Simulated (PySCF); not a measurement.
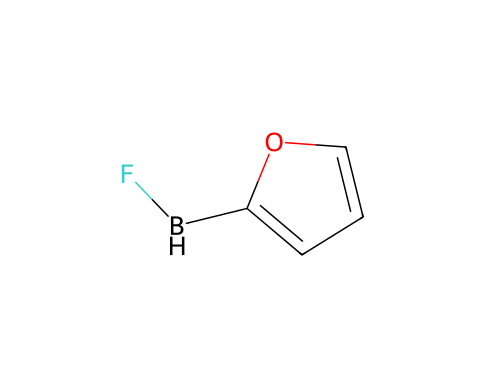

Skeletal drawing of a molecule.

**Give its SMILES.**

FBc1ccco1

**Give the formula, hydrogens included.**

C4H4BFO.

**An optimisation with PBE0-D3(BJ)/def2-SVP gave a structure of which point group?**

Cs. Other conformers may differ.

The parts below concern this one geometry. Atoms keep their numbers from picture to picture. The geometry was computed by an optimisation with PBE0-D3(BJ)/def2-SVP. No frequency run is at hand to confirm it as a minimum.

## Shape

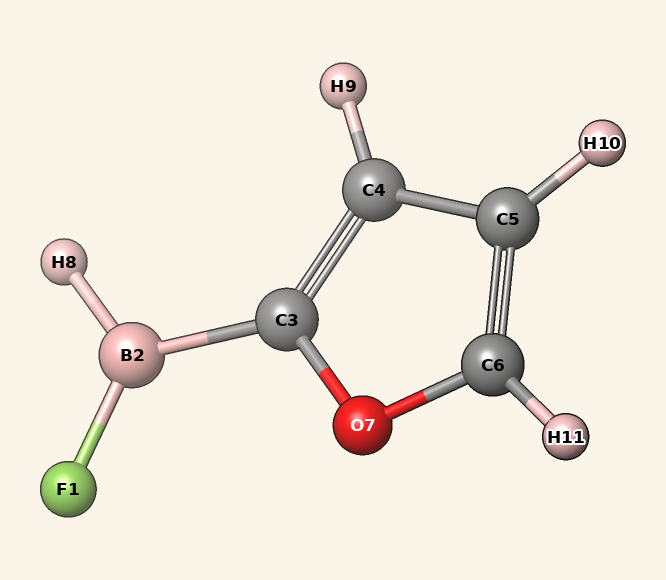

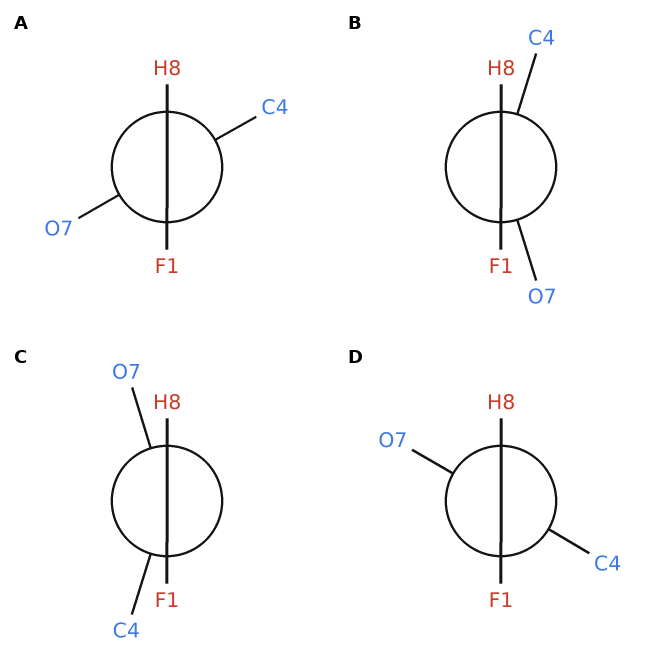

Depth is shown by fading: the farther an atom, the more it takes the colour of the background. Bonds that would overlap in a projection are set slightly apart. No frequency run is at hand to confirm it as a minimum.

**Which Newman projection shows the view along B2–C3, with B2 in front?**

B. The torsion angle F1–B2–C3–O7 is 0°, synperiplanar (eclipsed).

## Electronic properties

No frequency run is at hand to confirm it as a minimum. Properties computed with PBE0/6-31G*, gas phase (PySCF 2.14.0).

**What is the dipole moment?**

2.53 D.

**Estimate the HOMO energy (Kohn–Sham orbital).**

−6.93 eV.

**What is the LUMO energy (Kohn–Sham orbital)?**

−1.16 eV.

## NMR shielding

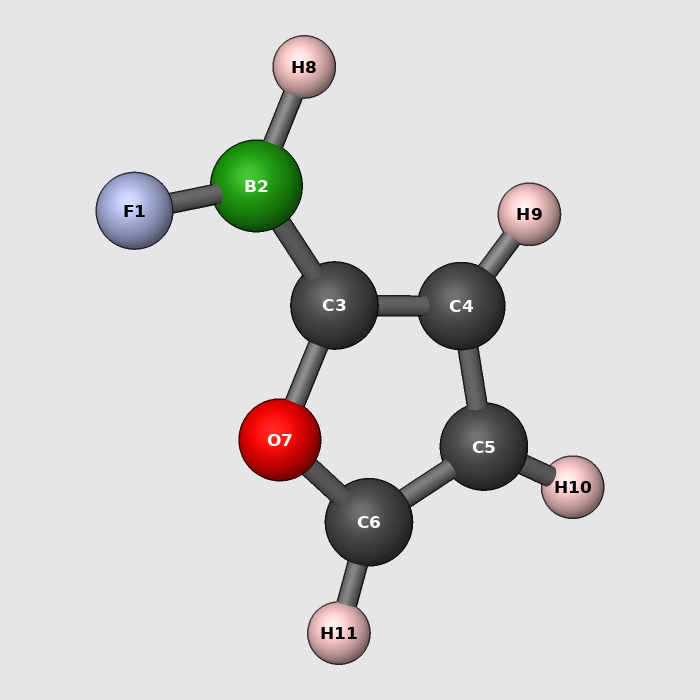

No frequency run is at hand to confirm it as a minimum. Level of theory: GIAO PBE0/pcSseg-0 NMR shielding, non-relativistic, gas phase (PySCF 2.14.0). Principal shieldings σ11 ≤ σ22 ≤ σ33, span Ω = σ33 − σ11, skew κ = 3(σiso − σ22)/Ω.

Give the shielding tensors of the F atoms.

```csv
atom,σ11,σ22,σ33,σiso,Ω,κ
F1,−26.0,83.6,540.9,199.5,566.9,0.61
```

Shieldings and span in ppm.

## Bond orders

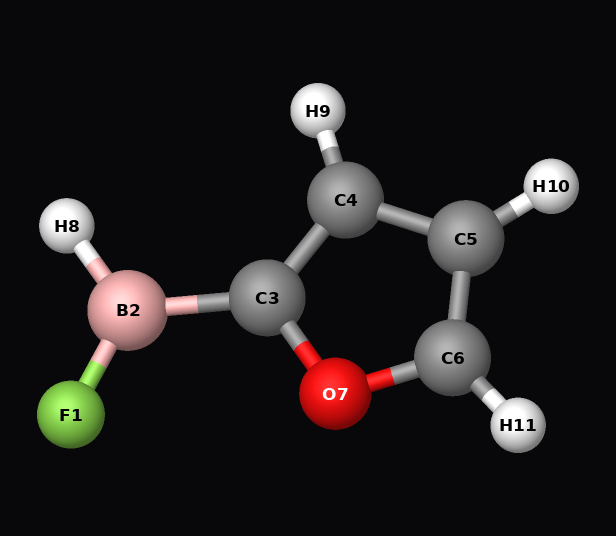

Every bond is drawn as one stick. No frequency run is at hand to confirm it as a minimum. Computed with PBE0/IGLO-III (PySCF 2.14.0).

List the Mayer bond orders of F1–B2, B2–C3, B2–H8, C3–C4, C3–O7, C4–C5, C4–H9, C5–C6, C5–H10, C6–O7, C6–H11.

| bond | Mayer order | length (Å) |
| --- | --- | --- |
| F1–B2 | 1.00 | 1.324 |
| B2–C3 | 1.10 | 1.529 |
| B2–H8 | 1.00 | 1.210 |
| C3–C4 | 1.47 | 1.380 |
| C3–O7 | 1.05 | 1.368 |
| C4–C5 | 1.27 | 1.418 |
| C4–H9 | 1.00 | 1.089 |
| C5–C6 | 1.57 | 1.371 |
| C5–H10 | 1.00 | 1.087 |
| C6–O7 | 1.18 | 1.331 |
| C6–H11 | 1.01 | 1.088 |
